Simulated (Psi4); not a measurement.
**CH3Al (SMILES C[Al]) at PBE0/cc-pVTZ**

Aim: the vertical singlet–triplet gap of CH3Al at PBE0/cc-pVTZ, from 2 runs. 

The calculation is run with Psi4 1.11.

2 further runs of the same task are left out: 2 that didn't finish.

### 1 The structure to begin with

CH3Al has 5 atoms, charge 0, and is taken as a singlet. SMILES: `C[Al]`. Geometry: relaxed at PBE0-D4/def2-TZVP.

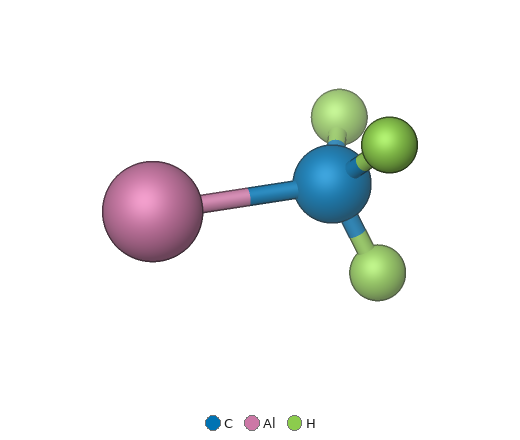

The structure, seen from a chosen angle (carbon blue, aluminium pink, hydrogen green).

### 2 The energy at PBE0/cc-pVTZ

Contents of job.json:

```json
{
  "schema_name": "qcschema_input",
  "schema_version": 1,
  "molecule": {
    "schema_name": "qcschema_molecule",
    "schema_version": 2,
    "symbols": ["C", "Al", "H", "H", "H"],
    "geometry": [-0.24796986, -0.10867815, 0.10204521, 2.97195338, 1.30247483, -1.22308744, -0.43603541, -2.13059062, -0.32459826, -0.38758283, 0.09427844, 2.16235691, -1.90036528, 0.8425155, -0.71671643],
    "molecular_charge": 0,
    "molecular_multiplicity": 1,
    "fix_symmetry": "c1",
    "fix_com": true,
    "fix_orientation": true
  },
  "driver": "energy",
  "model": {
    "method": "pbe0",
    "basis": "cc-pVTZ"
  },
  "keywords": {
    "puream": true,
    "e_convergence": 1e-09,
    "d_convergence": 1e-08,
    "scf_type": "pk",
    "dft_radial_points": 99,
    "dft_spherical_points": 590,
    "scf_properties": ["DIPOLE", "WIBERG_LOWDIN_INDICES", "LOWDIN_CHARGES"]
  }
}
```

On the command line:

```
$ psi4 --qcschema job.json -n 1 --memory 2200MB
```

stdout:

```text
[...]
  Running in c1 symmetry.
[...]
  Nuclear repulsion =   38.261471716125293
[...]
  Multiplicity = 1
[...]
  Nalpha       = 11
  Nbeta        = 11
[...]
    Number of basis functions: 106
[...]
   @RKS iter   1:  -281.85083150140167   -2.85917e-01   7.47280e-03 ADIIS/DIIS
[...]
   @RKS iter  10:  -282.16097829883330   -1.59162e-12   1.08020e-09 DIIS
[...]
    Orbital Energies [Eh]
    ---------------------
    Doubly Occupied:
       1A    -56.168316     2A    -10.185160     3A     -4.178339
       4A     -2.709639     5A     -2.709639     6A     -2.701680
       7A     -0.691223     8A     -0.398923     9A     -0.398922
      10A     -0.355220    11A     -0.204771
[...]
  @RKS Final Energy:  -282.16097829883330
   => Energetics <=
    Nuclear Repulsion Energy =             38.2614717161252926
    One-Electron Energy =                -466.0188645207096556
    Two-Electron Energy =                 164.4886781039845403
    DFT Exchange-Correlation Energy =     -18.8922635982334981
    Empirical Dispersion Energy =           0.0000000000000000
    VV10 Nonlocal Energy =                  0.0000000000000000
    Total Energy =                       -282.1609782988333563
[...]
 Multipole Moments:
 ------------------------------------------------------------------------------------
     Multipole            Electronic (a.u.)      Nuclear  (a.u.)        Total (a.u.)
 ------------------------------------------------------------------------------------
 L = 1.  Multiply by 2.5417464519 to convert [e a0] to [Debye]
 Dipole X            :        -34.7002041           34.4235913           -0.2766128
 Dipole Y            :        -15.2075376           15.0863072           -0.1212304
 Dipole Z            :         14.2806604          -14.1668232            0.1138372
 Magnitude           :                                                    0.3227543
[...]
```

The result, in JSON:

```text
{
 "driver": "energy",
 "model": {
  "method": "pbe0",
  "basis": "cc-pVTZ"
 },
 "success": true,
 "return_result": -282.1609782988333,
 "properties": {
  "calcinfo_nbasis": 106,
  "calcinfo_nmo": 106,
  "calcinfo_nalpha": 11,
  "calcinfo_nbeta": 11,
  "calcinfo_natom": 5,
  "nuclear_repulsion_energy": 38.26147171612529,
  "return_energy": -282.1609782988333,
  "scf_one_electron_energy": -466.01886452070966,
  "scf_two_electron_energy": 164.48867810398454,
  "scf_xc_energy": -18.892263598233498,
  "scf_dipole_moment": [-0.2766128292553276, -0.12123036852171332, 0.11383717193512588],
  "scf_total_energy": -282.1609782988333,
  "scf_iterations": 10
 }
}
```

Run time: 23 s. Hardware: 1 thread of Intel Xeon Platinum 8259CL at 2.50GHz (Skylake/Cascade Lake), shared host; peak memory 1.1 GiB.

### 3 The triplet

Contents of ch3al.py:

```python
import psi4

psi4.set_memory(2200000000)
psi4.set_num_threads(1)
psi4.set_output_file('output.dat', False)

m = psi4.geometry("""
0 3
C
Al 1 1.988132
H 1 1.09803 2 111.78686
H 1 1.098035 3 107.05989 2 -122.7344
H 1 1.098033 3 107.06034 4 -114.53073
symmetry c1
no_reorient
no_com
""")

psi4.set_options({
    'reference': 'uks',
    'puream': True,
    'e_convergence': 1e-09,
    'd_convergence': 1e-08,
    'scf_type': 'pk',
    'dft_radial_points': 99,
    'dft_spherical_points': 590,
    'maxiter': 100,
})

e, wfn = psi4.energy('pbe0/cc-pVTZ', return_wfn=True)
print(f'total energy {e:.8f} hartree = {e * 27.211386:.5f} eV')
```

On the command line:

```
$ python ch3al.py
```

output.dat:

```text
[...]
  Running in c1 symmetry.
[...]
  Nuclear repulsion =   38.261471409279508
[...]
  Multiplicity = 3
[...]
  Nalpha       = 12
  Nbeta        = 10
[...]
    Number of basis functions: 106
[...]
   @UKS iter   1:  -281.77973735649437   -2.14823e-01   7.27023e-03 ADIIS/DIIS
[...]
   @UKS iter  40:  -282.09244809946574   -1.08571e-11   2.89356e-10 DIIS
[...]
   @S^2 Observed:                2.003075393E+00
[...]
    Orbital Energies [Eh]
    ---------------------
    Alpha Occupied:
       1A    -56.188065     2A    -10.225465     3A     -4.199672
       4A     -2.731522     5A     -2.728708     6A     -2.727132
       7A     -0.716021     8A     -0.419318     9A     -0.417741
      10A     -0.389750    11A     -0.256005    12A     -0.138653
    Alpha Virtual:
      13A     -0.071075    14A      0.017721    15A      0.092907
      16A      0.101643    17A      0.103206    18A      0.140996
      19A      0.149467    20A      0.154065    21A      0.171592
      22A      0.178273    23A      0.202261    24A      0.204881
      25A      0.210664    26A      0.322114    27A      0.326161
[...]
  @UKS Final Energy:  -282.09244809946574
   => Energetics <=
    Nuclear Repulsion Energy =             38.2614714092795083
    One-Electron Energy =                -465.5233630289063740
    Two-Electron Energy =                 164.0528474686462914
    DFT Exchange-Correlation Energy =     -18.8834039484851814
    Empirical Dispersion Energy =           0.0000000000000000
    VV10 Nonlocal Energy =                  0.0000000000000000
    Total Energy =                       -282.0924480994657415
[...]
 Multipole Moments:
 ------------------------------------------------------------------------------------
     Multipole            Electronic (a.u.)      Nuclear  (a.u.)        Total (a.u.)
 ------------------------------------------------------------------------------------
 L = 1.  Multiply by 2.5417464519 to convert [e a0] to [Debye]
 Dipole X            :          0.0000036            0.0000075            0.0000111
 Dipole Y            :          0.0176947           -0.0000115            0.0176833
 Dipole Z            :          5.0691058           -5.3419220           -0.2728162
 Magnitude           :                                                    0.2733886
[...]
```

Standard output:

```text
total energy -282.09244810 hartree = -7676.12649 eV
```

Wall time 97 s (1 thread of Intel Xeon Platinum 8259CL at 2.50GHz (Skylake/Cascade Lake), shared host); peak memory 1.1 GiB.

### 4 Outcome

At PBE0/cc-pVTZ:

```
                                        quantity          value
                           singlet: total energy  -282.16098 Eh
                          singlet: dipole moment         0.82 D
                            singlet: HOMO energy       -5.57 eV
                            singlet: LUMO energy       -1.36 eV
                          singlet: HOMO–LUMO gap        4.21 eV
                           triplet: total energy  -282.09245 Eh
                          triplet: dipole moment         0.69 D
     triplet: HOMO energy (highest over α and β)       -3.77 eV
      triplet: LUMO energy (lowest over α and β)       -3.27 eV
                                   triplet: ⟨S²⟩          2.003
vertical energy of the triplet above the singlet       1.865 eV
```

In words: At this shape the triplet lies 1.86 eV (180 kJ/mol) above the singlet.
